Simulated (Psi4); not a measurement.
# UMP3/6-311+G(d,p) run of SiHOF2 (SMILES O[Si](F)F)

Aim: the energy change on altering one bond length of SiHOF2 at UMP3/6-311+G**, from 2 runs. 

Program for the calculation: Psi4 1.11.

3 further runs of the same task are left out: 3 set aside as unsound or not needed.

## 1. Starting point

SiHOF2 has 5 atoms, charge 0, and is taken as a doublet. As SMILES, `O[Si](F)F`. The shape is that of a PBE0-D4/def2-TZVP optimisation. This is one conformer, not always the lowest.

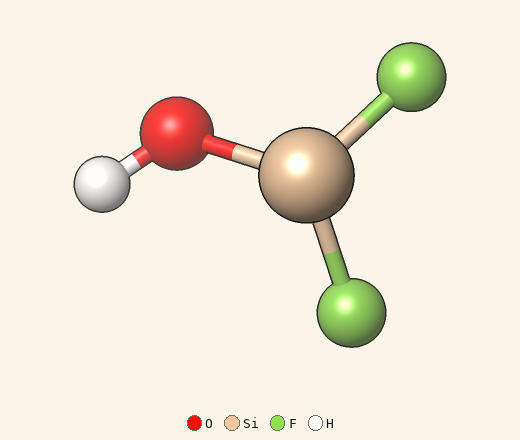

The structure, seen from a chosen angle (oxygen red, silicon light orange, fluorine green, hydrogen white).

## 2. The energy at UMP3/6-311+G(d,p)

f2hosi.dat reads:

```
memory 1.6 GB

molecule geom {
  0 2
  O      0.144800     1.087900    -0.214100
  Si    -0.086900    -0.365800     0.478600
  F      1.362100    -0.934000     0.772500
  F     -0.797000    -1.371300    -0.531000
  H     -0.623100     1.583200    -0.506000
  symmetry c1
}

set {
  reference       uhf
  puream          true
  e_convergence   1e-09
  d_convergence   1e-08
  scf_type        pk
  num_frozen_docc 8
  maxiter         200
  mp_type         conv
}

result, w = energy("mp3/6-311+G**", return_wfn=True)
```

Launch:

```console
$ psi4 -i f2hosi.dat -o f2hosi.out -n 1
```

f2hosi.out:

```text
[...]
  Running in c1 symmetry.
[...]
  Nuclear repulsion =  177.109287461459019
[...]
  Multiplicity = 2
[...]
  Nalpha       = 21
  Nbeta        = 20
[...]
    Number of basis functions: 102
[...]
   @UHF iter   1:  -563.33727436017352   -9.03819e-01   6.07658e-03 ADIIS/DIIS
[...]
   @UHF iter  13:  -563.47560217542218   -1.58025e-11   9.95007e-09 DIIS
[...]
   @S^2 Observed:                7.526048834E-01
[...]
    Orbital Energies [Eh]
    ---------------------
    Alpha Occupied:
       1A    -68.902339     2A    -26.313603     3A    -26.310643
       4A    -20.602377     5A     -6.240762     6A     -4.351454
       7A     -4.345980     8A     -4.345091     9A     -1.629690
      10A     -1.610243    11A     -1.394857    12A     -0.829052
      13A     -0.759117    14A     -0.736741    15A     -0.713072
      16A     -0.689391    17A     -0.674730    18A     -0.658721
      19A     -0.614819    20A     -0.567261    21A     -0.401179
    Alpha Virtual:
      22A      0.052443    23A      0.069184    24A      0.072640
      25A      0.083966    26A      0.155411    27A      0.174763
[...]
  @UHF Final Energy:  -563.47560217542218
   => Energetics <=
    Nuclear Repulsion Energy =            177.1092874614590187
    One-Electron Energy =               -1136.4094403439444250
    Two-Electron Energy =                 395.8245507070632243
    Total Energy =                       -563.4756021754221820
  UHF NO Occupations:
  HONO-2 :   19  A 1.9997795
  HONO-1 :   20  A 1.9991497
[...]
 Multipole Moments:
 ------------------------------------------------------------------------------------
     Multipole            Electronic (a.u.)      Nuclear  (a.u.)        Total (a.u.)
 ------------------------------------------------------------------------------------
 L = 1.  Multiply by 2.5417464519 to convert [e a0] to [Debye]
 Dipole X            :          0.0743246           -1.0073125           -0.9329878
 Dipole Y            :         -2.5814096            3.2666125            0.6852029
 Dipole Z            :          0.7665990           -0.5366228            0.2299762
 Magnitude           :                                                    1.1801942
[...]
	SCS-MP2 Total Energy (a.u.)        :  -564.14160580987300
	SOS-MP2 Total Energy (a.u.)        :  -564.12849879967234
[...]
	SOS-PI-MP2 Total Energy (a.u.)     :  -564.17872161692230
[...]
	MP2 Total Energy (a.u.)            :  -564.16781983027420
[...]
	SCS-MP3 Total Energy (a.u.)        :  -564.13897340319227
[...]
	MP3 Total Energy (a.u.)            :  -564.15729020355138
[...]
```

It took 28 s on 1 thread of Intel Xeon Platinum 8259CL at 2.50GHz (Skylake/Cascade Lake), shared host; peak memory 0.89 GiB.

## 3. The distorted shape, same level

f2hosi.in reads:

```
memory 1600 MB

molecule {
  0 2
  O
  Si 1 1.626887
  F 2 2.3759 1 105.62012
  F 2 1.592032 1 110.96879 3 -116.09035
  H 1 0.95927 2 118.48451 4 61.26416
  symmetry c1
  no_reorient
  no_com
}

set {
  basis 6-311+G**
  reference uhf
  puream true
  e_convergence 1e-09
  d_convergence 1e-08
  scf_type pk
  num_frozen_docc 8
  maxiter 200
  mp_type conv
}

E, wfn = energy("mp3", return_wfn=True)
```

Launch:

```console
$ psi4 -n 1 f2hosi.in f2hosi.out
```

f2hosi.out:

```text
[...]
  Running in c1 symmetry.
[...]
  Nuclear repulsion =  156.298853879127478
[...]
  Multiplicity = 2
[...]
  Nalpha       = 21
  Nbeta        = 20
[...]
    Number of basis functions: 102
[...]
   @UHF iter   1:  -563.13977009603695   -1.20286e+00   6.92829e-03 ADIIS/DIIS
[...]
   @UHF iter  25:  -563.35479191123204   -1.25056e-11   7.43539e-09 DIIS
[...]
   @S^2 Observed:                9.673531702E-01
[...]
    Orbital Energies [Eh]
    ---------------------
    Alpha Occupied:
       1A    -68.910554     2A    -26.326926     3A    -26.317814
       4A    -20.615996     5A     -6.247290     6A     -4.355676
       7A     -4.351700     8A     -4.346449     9A     -1.631707
      10A     -1.572607    11A     -1.407331    12A     -0.818236
      13A     -0.759811    14A     -0.727908    15A     -0.705149
      16A     -0.695037    17A     -0.644880    18A     -0.643996
      19A     -0.626333    20A     -0.580543    21A     -0.429756
    Alpha Virtual:
      22A      0.038879    23A      0.061395    24A      0.069086
      25A      0.078186    26A      0.108810    27A      0.166632
[...]
  @UHF Final Energy:  -563.35479191123204
   => Energetics <=
    Nuclear Repulsion Energy =            156.2988538791274777
    One-Electron Energy =               -1094.9545984781555035
    Two-Electron Energy =                 375.3009526877959843
    Total Energy =                       -563.3547919112320415
  UHF NO Occupations:
  HONO-2 :   19  A 1.9994450
  HONO-1 :   20  A 1.8869950
[...]
 Multipole Moments:
 ------------------------------------------------------------------------------------
     Multipole            Electronic (a.u.)      Nuclear  (a.u.)        Total (a.u.)
 ------------------------------------------------------------------------------------
 L = 1.  Multiply by 2.5417464519 to convert [e a0] to [Debye]
 Dipole X            :         -0.4898557            0.9405305            0.4506749
 Dipole Y            :         -0.4406013            1.9955500            1.5549487
 Dipole Z            :          2.5469890           -3.1600136           -0.6130246
 Magnitude           :                                                    1.7311188
[...]
	SCS-MP2 Total Energy (a.u.)        :  -564.01075360801860
	SOS-MP2 Total Energy (a.u.)        :  -563.99846026360103
[...]
	SOS-PI-MP2 Total Energy (a.u.)     :  -564.04797321378328
[...]
	MP2 Total Energy (a.u.)            :  -564.03534029685375
[...]
	SCS-MP3 Total Energy (a.u.)        :  -564.00971546464575
[...]
	MP3 Total Energy (a.u.)            :  -564.03118772336234
[...]
```

Run time: 28 s. Hardware: 1 thread of Intel Xeon Platinum 8259CL at 2.50GHz (Skylake/Cascade Lake), shared host; peak memory 0.89 GiB.

## 4. Outcome

Level: UMP3/6-311+G**, 8 core orbitals frozen.

```
                                                                   quantity          value
                                                  first shape: total energy  -564.15729 Eh
    first shape: HOMO energy (Hartree–Fock orbitals) (highest over α and β)      -10.92 eV
     first shape: LUMO energy (Hartree–Fock orbitals) (lowest over α and β)        0.29 eV
                   first shape: correlation energy (8 core orbitals frozen)     -681.7 mEh
                             first shape: ⟨S²⟩ of the reference determinant          0.753
                                              distorted shape: total energy  -564.03119 Eh
distorted shape: HOMO energy (Hartree–Fock orbitals) (highest over α and β)      -11.50 eV
 distorted shape: LUMO energy (Hartree–Fock orbitals) (lowest over α and β)       -0.50 eV
               distorted shape: correlation energy (8 core orbitals frozen)     -676.4 mEh
                         distorted shape: ⟨S²⟩ of the reference determinant          0.967
         energy change with the Si2–F3 bond stretched from 1.584 to 2.376 Å       3.431 eV
```

With the Si2–F3 bond stretched from 1.584 to 2.376 Å the energy rises by 3.43 eV (331 kJ/mol). The first shape isn't relaxed at this level, so the change isn't measured from a minimum. ⟨S²⟩ (distorted shape) is 0.97 where a pure doublet has 0.75: the reference is spin-contaminated.
